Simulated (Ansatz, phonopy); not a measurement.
# Grüneisen parameters and expansion of Hf (Hafnium, P6_3/mmc), part 3 of 4

Which modes of Hf (Hafnium) drive its thermal expansion?

Ansatz 0.2.0; DFT LDA, scalar-relativistic, plane waves, PAW; PAW set soft_1.

So far. Step 9 (Phonons, V/V0 0.985): No mode is imaginary beyond numerical noise at the solved wavevectors. The highest zone-centre mode (no LO–TO term) moved by +5.1 % for a volume change of -1.5 %.

**10. Relaxing at fixed volume, V/V0 1.03**

Each volume of the series is relaxed in shape and positions, since modes respond to internal strain as well.

The cell differs from the one that the last finished run ended in (a 3.104 → 3.152 Å, b 3.104 → 3.152 Å, c 4.918 → 4.988 Å).

Contents of input.yaml:

```yaml
crystal:
  lattice:
    - [3.1515118101, 0.0, 0.0]
    - [-1.575755905, 2.7292892879, 0.0]
    - [0.0, 0.0, 4.9883390712]
  atoms:
    - { symbol: Hf, position: [0.3333333333, 0.6666666667, 0.25] }
    - { symbol: Hf, position: [0.6666666667, 0.3333333333, 0.75] }
kpoints:
  mp_grid: { grid: [15, 15, 8] }
hamiltonian:
  xc: lda
  pseudopotentials: { kind: paw, azcp: { folder: soft_1 }, xc_functional: pbe }
scf:
  occupations: { method: methfessel_paxton, width: 0.2 }
  lower_state_search: "off"
output:
  forces: true
  stress: true
  eigenvalues: true
relax:
  adjacent_minimum: "off"
  f_tol: 0.001
  max_steps: 60
  cell: { stress_tol: 0.01, fix: [volume] }
```

Run with:

```sh
> ansatz run input.yaml --threads 18 --pin off --max-ram 92160MiB --backend cuda --events-out ev --progress --plain --runs-dir out --max-vram 78GiB
```

Numbers of over 12 decimals in the logs are rounded to 6 here.

What it wrote:

```text
[...]
Crystal: 2 atoms, lattice volume = 42.907 Å³
Basis set: ecut = 420 eV, 845 PW (Γ)
Bands: 32, of which v1, the nominal top of the filled ones, is band 26 counted from 1 (25 counted from 0)
Symmetry: 24 space group operations
[...]
k-points: 135 of 1800
[...]
k-point 134: bands = [... 22 lower, 16.8004, 16.8004, 17.1805, 17.1805, 18.5614, 18.5614, 21.2035, 21.2035, ... 2 higher]
--- Relaxed structure (3 steps of the walk, 3 accepted, 1 SCFs on fresh bases) ---
[...]
cell:  # Å, volume = 42.9066 Å³
    - [3.153357, -2.8884360514590272e-11, 0.0]
    - [-1.576679, 2.730887, 0.0]
    - [0.0, 0.0, 4.982503]
  atoms:
    - { symbol: Hf, position: [0.333333, 0.666667, 0.25] }
    - { symbol: Hf, position: [0.666667, 0.333333, 0.75] }
[key lines of the parts left out:]
SCF converged after 6 iterations
Free energy (F): -30954.971596 eV
Fermi energy:    18.690685 eV
P = ⅓ Tr σ = -3.3920 GPa (-33.920 kbar)
```

It took 2.9 s on 1 × NVIDIA GB200 with 18 threads of Arm Neoverse V2, shared host; peak memory 1.1 GiB; 11 s of CPU time.

Relaxation path:

| step | energy less that of the first step (eV) | largest force component (eV/Å) | pressure (GPa) | volume (Å³) |
| --- | --- | --- | --- | --- |
| 1 | 0.0000 | 0.0000 | -3.40 | 42.91 |
| 2 | 0.0000 | 0.0000 | -3.39 | 42.91 |
| 3 | 0.0000 | 0.0000 | -3.39 | 42.91 |
| 4* | 0.0000 | 0.0000 | -3.39 | 42.91 |

Relaxation steps marked * repeat the geometry before them on a plane-wave basis chosen anew for their cell, so energy and pressure can jump there.

The run keeps the 24 symmetry operations that it works with, so distortions that break them were not tested.

| conventional cell, symmetrised | before | after | change |
| --- | --- | --- | --- |
| a (Å) | 3.152 | 3.153 | +0.1 % |
| b (Å) | 3.152 | 3.153 | +0.1 % |
| c (Å) | 4.988 | 4.983 | -0.1 % |
| volume (Å³/atom) | 21.45 | 21.45 | -0.0 % |

The relaxed structure:

```
Hf
1.0
     3.15336    0.00000    0.00000
    -1.57668    2.73089    0.00000
     0.00000    0.00000    4.98250
Hf
2
Direct
  0.33333 0.66667 0.25000
  0.66667 0.33333 0.75000
```

The cell shrank by 0.0 % in volume.

**11. Phonons, V/V0 1.03**

The same q-mesh and k-mesh are kept at every volume, so that much of their error can cancel in the differences.

input.yaml, the sections that differ from step 10:

```yaml
crystal:
  lattice:
    - [3.1533571184, 0.0, 0.0]
    - [-1.5766785592, 2.7308873718, 0.0]
    - [0.0, 0.0, 4.9825025421]
  atoms:
    - { symbol: Hf, position: [0.3333333333, 0.6666666667, 0.25] }
    - { symbol: Hf, position: [0.6666666667, 0.3333333333, 0.75] }
output:
  eigenvalues: true
phonons:
  method: dfpt
  qmesh: [3, 3, 2]
  temperatures: { t_max: 1000, t_step: 50 }
  qpath:
    path:
      - [[0.0, 0.0, 0.0], [0.5, 0.0, 0.0], [0.33333333, 0.33333333, 0.0], [0.0, 0.0, 0.0], [0.0, 0.0, 0.5], [0.5, 0.0, 0.5], [0.33333333, 0.33333333, 0.5], [0.0, 0.0, 0.5]]
      - [[0.5, 0.0, 0.5], [0.5, 0.0, 0.0]]
      - [[0.33333333, 0.33333333, 0.0], [0.33333333, 0.33333333, 0.5]]
    npoints: 10
# kpoints, hamiltonian, scf: as in step 10
# relax: removed
```

What it wrote:

```text
[...]
Crystal: 2 atoms, lattice volume = 42.907 Å³
Basis set: ecut = 420 eV, 845 PW (Γ), exchange–correlation on 48×48×72 points (8 copies of the dense FFT grid, shifted against one another)
Bands: 32, of which v1, the nominal top of the filled ones, is band 26 counted from 1 (25 counted from 0)
Symmetry: 24 space group operations
k-points: 135 of 1800
[...]
k-point 134: bands = [... 22 lower, 16.8004, 16.8004, 17.1805, 17.1805, 18.5614, 18.5614, 21.2035, 21.2035, ... 2 higher]
[...]
ASR residual: 1.883e-5 → 0.000e0 eV/Å²; symmetrization residual: 1.682e-10 eV/Å²
  ASR residual per site (eV/Å²): 1.88e-5 1.88e-5
  Γ frequencies (cm⁻¹): 0.00 0.00 0.00 74.70 74.70 101.56
--- Phonons (arbitrary-q DFPT): 6 irreducible q on the 3×3×2 mesh ---
[...]
interpolated dispersion: 93 rows × 6 modes
[...]
[key lines of the parts left out:]
SCF converged after 11 iterations
Free energy (F): -30954.971597 eV
Fermi energy:    18.690685 eV
```

Elapsed: 6 s, on 1 × NVIDIA GB200 with 18 threads; peak memory 2.4 GiB.

No LO-TO term. The phonon branches at the labelled points (cm⁻¹):

| point | branch 1 | branch 2 | branch 3 | branch 4 | branch 5 | branch 6 |
| --- | --- | --- | --- | --- | --- | --- |
| Γ | 0 | 0 | 0 | 75 | 75 | 102 |
| M | 57 | 80 | 112 | 123 | 132 | 141 |
| K | 100 | 100 | 108 | 108 | 110 | 154 |
| Γ | 0 | 0 | 0 | 75 | 75 | 102 |
| A | 50 | 50 | 50 | 50 | 105 | 105 |
| L | 94 | 94 | 98 | 98 | 153 | 153 |
| H | 46 | 46 | 134 | 134 | 145 | 145 |
| A | 50 | 50 | 50 | 50 | 105 | 105 |
| jump to L | 94 | 94 | 98 | 98 | 153 | 153 |
| M | 57 | 80 | 112 | 123 | 132 | 141 |
| jump to K | 100 | 100 | 108 | 108 | 110 | 154 |
| H | 46 | 46 | 134 | 134 | 145 | 145 |

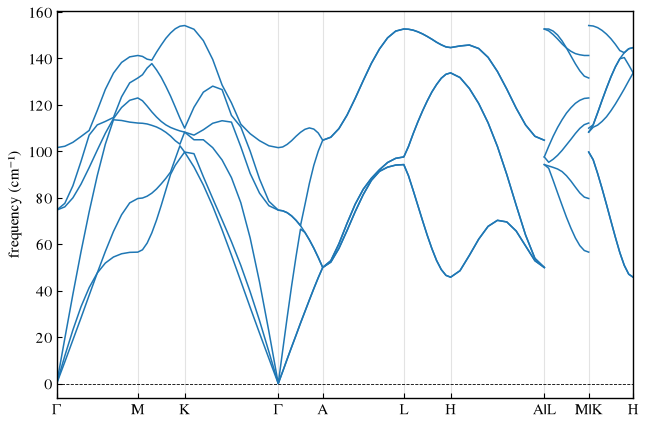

Phonon branches along the path.

No mode is imaginary beyond numerical noise at the solved wavevectors. The highest zone-centre mode (no LO–TO term) moved by -10.1 % for a volume change of +3.0 %.

**12. Relaxing at fixed volume, V/V0 0.97**

The volume is fixed at the new value while shape and atoms relax, so that only the volume differs between members of the series.

The cell differs from the one that the last finished run ended in (a 3.153 → 3.089 Å, b 3.153 → 3.089 Å, c 4.983 → 4.890 Å).

input.yaml, the sections that differ from step 11:

```yaml
crystal:
  lattice:
    - [3.0890891506, 0.0, 0.0]
    - [-1.5445445753, 2.675229679, 0.0]
    - [0.0, 0.0, 4.8895339865]
  atoms:
    - { symbol: Hf, position: [0.3333333333, 0.6666666667, 0.25] }
    - { symbol: Hf, position: [0.6666666667, 0.3333333333, 0.75] }
output:
  forces: true
  stress: true
  eigenvalues: true
relax:
  adjacent_minimum: "off"
  f_tol: 0.001
  max_steps: 60
  cell: { stress_tol: 0.01, fix: [volume] }
# kpoints, hamiltonian, scf: as in step 11
# phonons: removed
```

What it wrote:

```text
[...]
Crystal: 2 atoms, lattice volume = 40.407 Å³
Basis set: ecut = 420 eV, 773 PW (Γ)
Bands: 32, of which v1, the nominal top of the filled ones, is band 26 counted from 1 (25 counted from 0)
Symmetry: 24 space group operations
[...]
k-points: 135 of 1800
[...]
k-point 134: bands = [... 22 lower, 17.9639, 17.9639, 18.3786, 18.3786, 19.9161, 19.9161, 22.5818, 22.5818, ... 2 higher]
--- Relaxed structure (3 steps of the walk, 3 accepted, 1 SCFs on fresh bases) ---
[...]
cell:  # Å, volume = 40.4072 Å³
    - [3.086668, 0.0, 0.0]
    - [-1.543334, 2.673133, 0.0]
    - [0.0, 0.0, 4.897208]
  atoms:
    - { symbol: Hf, position: [0.333333, 0.666667, 0.250000] }
    - { symbol: Hf, position: [0.666667, 0.333333, 0.750000] }
[key lines of the parts left out:]
SCF converged after 5 iterations
Free energy (F): -30954.970357 eV
Fermi energy:    19.982162 eV
P = ⅓ Tr σ = 3.8676 GPa (38.676 kbar)
```

Run time: 3.1 s. Hardware: 1 × NVIDIA GB200 with 18 threads; peak memory 1 GiB.

The steps of the relaxation:

| step | energy less that of the first step (eV) | largest force component (eV/Å) | pressure (GPa) | volume (Å³) |
| --- | --- | --- | --- | --- |
| 1 | 0.0000 | 0.0000 | 3.89 | 40.41 |
| 2 | -0.0001 | 0.0000 | 3.86 | 40.41 |
| 3 | -0.0001 | 0.0000 | 3.87 | 40.41 |
| 4* | -0.0001 | 0.0000 | 3.87 | 40.41 |

Relaxation steps marked * repeat the geometry before them on a plane-wave basis chosen anew for their cell, so energy and pressure can jump there.

Forces are held to the 24 operations that the run works with; a distortion that breaks them can't arise in this run.

| conventional cell, symmetrised | before | after | change |
| --- | --- | --- | --- |
| a (Å) | 3.089 | 3.087 | -0.1 % |
| b (Å) | 3.089 | 3.087 | -0.1 % |
| c (Å) | 4.890 | 4.897 | +0.2 % |
| volume (Å³/atom) | 20.20 | 20.20 | +0.0 % |

The relaxed structure:

```xyz
2
Lattice="3.0867 0.0000 0.0000 -1.5433 2.6731 0.0000 0.0000 0.0000 4.8972" Properties=species:S:1:pos:R:3 pbc="T T T"
Hf    0.0000    1.7821    1.2243
Hf    1.5433    0.8910    3.6729
```

**13. Phonons, V/V0 0.97**

Phonons at this volume give one point of F(V, T); meshes stay fixed along the series.

input.yaml, the sections that differ from step 12:

```yaml
crystal:
  lattice:
    - [3.0866678378, 0.0, 0.0]
    - [-1.5433339189, 2.6731327606, 0.0]
    - [0.0, 0.0, 4.8972081097]
  atoms:
    - { symbol: Hf, position: [0.3333333333, 0.6666666667, 0.25] }
    - { symbol: Hf, position: [0.6666666667, 0.3333333333, 0.75] }
output:
  eigenvalues: true
phonons:
  method: dfpt
  qmesh: [3, 3, 2]
  temperatures: { t_max: 1000, t_step: 50 }
  qpath:
    path:
      - [[0.0, 0.0, 0.0], [0.5, 0.0, 0.0], [0.33333333, 0.33333333, 0.0], [0.0, 0.0, 0.0], [0.0, 0.0, 0.5], [0.5, 0.0, 0.5], [0.33333333, 0.33333333, 0.5], [0.0, 0.0, 0.5]]
      - [[0.5, 0.0, 0.5], [0.5, 0.0, 0.0]]
      - [[0.33333333, 0.33333333, 0.0], [0.33333333, 0.33333333, 0.5]]
    npoints: 10
# kpoints, hamiltonian, scf: as in step 12
# relax: removed
```

What it wrote:

```text
[...]
Crystal: 2 atoms, lattice volume = 40.407 Å³
Basis set: ecut = 420 eV, 773 PW (Γ), exchange–correlation on 48×48×72 points (8 copies of the dense FFT grid, shifted against one another)
Bands: 32, of which v1, the nominal top of the filled ones, is band 26 counted from 1 (25 counted from 0)
Symmetry: 24 space group operations
k-points: 135 of 1800
[...]
k-point 134: bands = [... 22 lower, 17.9639, 17.9639, 18.3786, 18.3786, 19.9161, 19.9161, 22.5818, 22.5818, ... 2 higher]
[...]
ASR residual: 3.413e-5 → 0.000e0 eV/Å²; symmetrization residual: 6.273e-11 eV/Å²
  ASR residual per site (eV/Å²): 3.41e-5 3.41e-5
  Γ frequencies (cm⁻¹): 0.00 0.00 0.00 70.05 70.05 124.62
--- Phonons (arbitrary-q DFPT): 6 irreducible q on the 3×3×2 mesh ---
[...]
interpolated dispersion: 93 rows × 6 modes
[...]
[key lines of the parts left out:]
SCF converged after 10 iterations
Free energy (F): -30954.970358 eV
Fermi energy:    19.982161 eV
```

It took 5.8 s on 1 × NVIDIA GB200 with 18 threads; peak memory 2.2 GiB.

No LO-TO term. The phonon branches at the labelled points (cm⁻¹):

| point | branch 1 | branch 2 | branch 3 | branch 4 | branch 5 | branch 6 |
| --- | --- | --- | --- | --- | --- | --- |
| Γ | 0 | 0 | 0 | 70 | 70 | 125 |
| M | 56 | 82 | 125 | 130 | 147 | 155 |
| K | 106 | 106 | 118 | 118 | 118 | 168 |
| Γ | 0 | 0 | 0 | 70 | 70 | 125 |
| A | 47 | 47 | 47 | 47 | 114 | 114 |
| L | 101 | 101 | 102 | 102 | 165 | 165 |
| H | 52 | 52 | 144 | 144 | 157 | 157 |
| A | 47 | 47 | 47 | 47 | 114 | 114 |
| jump to L | 101 | 101 | 102 | 102 | 165 | 165 |
| M | 56 | 82 | 125 | 130 | 147 | 155 |
| jump to K | 106 | 106 | 118 | 118 | 118 | 168 |
| H | 52 | 52 | 144 | 144 | 157 | 157 |

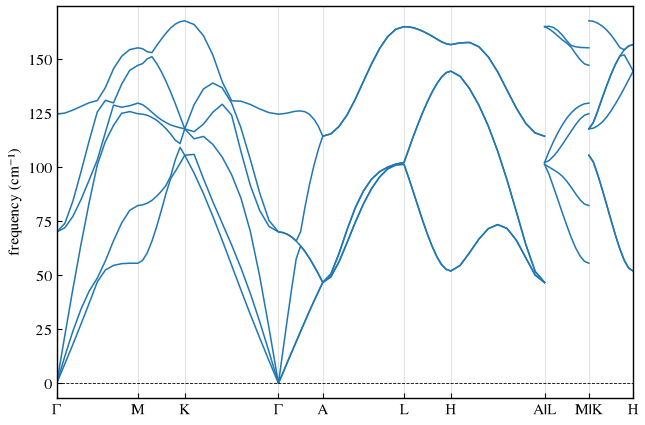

Phonon branches along the path.

No mode is imaginary beyond numerical noise at the solved wavevectors. The highest zone-centre mode (no LO–TO term) moved by +10.3 % for a volume change of -3.0 %.

**14. A cell at another volume, V/V0 1.05**

Each volume of the series is relaxed in shape and positions, since modes respond to internal strain as well.

The cell differs from the one that the last finished run ended in (a 3.087 → 3.172 Å, b 3.087 → 3.172 Å, c 4.897 → 5.020 Å).

input.yaml, the sections that differ from step 13:

```yaml
crystal:
  lattice:
    - [3.1717793241, 0.0, 0.0]
    - [-1.585889662, 2.7468414699, 0.0]
    - [0.0, 0.0, 5.0204193038]
  atoms:
    - { symbol: Hf, position: [0.3333333333, 0.6666666667, 0.25] }
    - { symbol: Hf, position: [0.6666666667, 0.3333333333, 0.75] }
output:
  forces: true
  stress: true
  eigenvalues: true
relax:
  adjacent_minimum: "off"
  f_tol: 0.001
  max_steps: 60
  cell: { stress_tol: 0.01, fix: [volume] }
# kpoints, hamiltonian, scf: as in step 13
# phonons: removed
```

What it wrote:

```text
[...]
Crystal: 2 atoms, lattice volume = 43.740 Å³
Basis set: ecut = 420 eV, 857 PW (Γ)
Bands: 32, of which v1, the nominal top of the filled ones, is band 26 counted from 1 (25 counted from 0)
Symmetry: 24 space group operations
[...]
k-points: 135 of 1800
[...]
k-point 134: bands = [... 22 lower, 16.4399, 16.4399, 16.8113, 16.8113, 18.1445, 18.1445, 20.7746, 20.7746, ... 2 higher]
--- Relaxed structure (3 steps of the walk, 3 accepted, 1 SCFs on fresh bases) ---
[...]
cell:  # Å, volume = 43.7398 Å³
    - [3.174631, -2.8893578548665308e-11, 0]
    - [-1.587315, 2.749311, 0]
    - [0, 0, 5.011405]
  atoms:
    - { symbol: Hf, position: [0.333333, 0.666667, 0.25] }
    - { symbol: Hf, position: [0.666667, 0.333333, 0.75] }
[key lines of the parts left out:]
SCF converged after 5 iterations
Free energy (F): -30954.948614 eV
Fermi energy:    18.292811 eV
P = ⅓ Tr σ = -5.4175 GPa (-54.175 kbar)
```

Wall time 3.1 s (1 × NVIDIA GB200 with 18 threads); peak memory 1.1 GiB.

**15. Lattice dynamics at this volume, V/V0 1.05**

Phonons at this volume give one point of F(V, T); meshes stay fixed along the series.

input.yaml, the sections that differ from step 14:

```yaml
crystal:
  lattice:
    - [3.174630812, 0.0, 0.0]
    - [-1.587315406, 2.7493109309, 0.0]
    - [0.0, 0.0, 5.0114045638]
  atoms:
    - { symbol: Hf, position: [0.3333333333, 0.6666666667, 0.25] }
    - { symbol: Hf, position: [0.6666666667, 0.3333333333, 0.75] }
output:
  eigenvalues: true
phonons:
  method: dfpt
  qmesh: [3, 3, 2]
  temperatures: { t_max: 1000, t_step: 50 }
  qpath:
    path:
      - [[0.0, 0.0, 0.0], [0.5, 0.0, 0.0], [0.33333333, 0.33333333, 0.0], [0.0, 0.0, 0.0], [0.0, 0.0, 0.5], [0.5, 0.0, 0.5], [0.33333333, 0.33333333, 0.5], [0.0, 0.0, 0.5]]
      - [[0.5, 0.0, 0.5], [0.5, 0.0, 0.0]]
      - [[0.33333333, 0.33333333, 0.0], [0.33333333, 0.33333333, 0.5]]
    npoints: 10
# kpoints, hamiltonian, scf: as in step 14
# relax: removed
```

What it wrote:

```text
[...]
Crystal: 2 atoms, lattice volume = 43.740 Å³
Basis set: ecut = 420 eV, 857 PW (Γ), exchange–correlation on 48×48×72 points (8 copies of the dense FFT grid, shifted against one another)
Bands: 32, of which v1, the nominal top of the filled ones, is band 26 counted from 1 (25 counted from 0)
Symmetry: 24 space group operations
k-points: 135 of 1800
[...]
k-point 134: bands = [... 22 lower, 16.4399, 16.4399, 16.8113, 16.8113, 18.1445, 18.1445, 20.7746, 20.7746, ... 2 higher]
[...]
ASR residual: 1.442e-5 → 0.000e0 eV/Å²; symmetrization residual: 6.189e-11 eV/Å²
  ASR residual per site (eV/Å²): 1.44e-5 1.44e-5
  Γ frequencies (cm⁻¹): 0.00 0.00 0.00 75.38 75.38 93.82
--- Phonons (arbitrary-q DFPT): 6 irreducible q on the 3×3×2 mesh ---
[...]
interpolated dispersion: 93 rows × 6 modes
[...]
[key lines of the parts left out:]
SCF converged after 11 iterations
Free energy (F): -30954.948614 eV
Fermi energy:    18.292811 eV
```

The job ended after 5.8 s (1 × NVIDIA GB200 with 18 threads; peak memory 2.3 GiB; 21 s of CPU time).

No mode is imaginary beyond numerical noise at the solved wavevectors. The highest zone-centre mode (no LO–TO term) moved by -17.0 % for a volume change of +5.0 %.

**16. Mode Grüneisen parameters**

This step: DFT LDA, scalar-relativistic, plane waves, PAW; PAW set soft_1 (phonopy 4.10.0).

Numbers from this step:

```
share of modes with a negative Grüneisen parameter : 0.045
```

Mean Grüneisen, by row:

| T (K) | heat-capacity-weighted mean | root mean square |
| --- | --- | --- |
| 50 | 0.907 | 1.091 |
| 100 | 1.008 | 1.164 |
| 200 | 1.037 | 1.185 |
| 300 | 1.042 | 1.189 |
| 500 | 1.045 | 1.191 |
| 800 | 1.046 | 1.191 |

Mean mode Grueneisen parameter against wavenumber:

| wavenumber (cm⁻¹) | mean mode Grueneisen parameter |
| --- | --- |
| 2.7 | - |
| 18.7 | -0.18 |
| 34.8 | 0.16 |
| 56.2 | 0.509 |
| 72.3 | 0.645 |
| 88.3 | 0.776 |
| 104.4 | 1.11 |
| 125.8 | 1.36 |
| 141.9 | 1.42 |
| 158.0 | 1.35 |

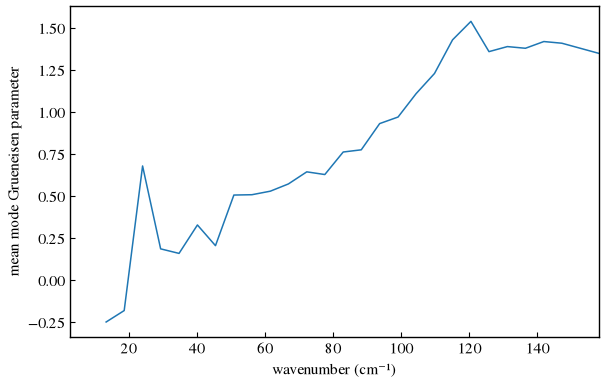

Mean mode Grueneisen parameter against wavenumber.

(Continued in part 4 of 4.)

[Logs are printed without paths, hosts, clocks, repeated set-up lines and the standing remarks that a program may print on its own settings, such as how far it seeks lower states.]

[Hosts, paths, dates, database ids (printed as entryN), source tags and the programs' standing remarks are cut or masked in the printed files.]

[A step with changed settings may run another functional than the one named; its input shows which.]

[Of the runs on displaced cells, only some may be shown.]
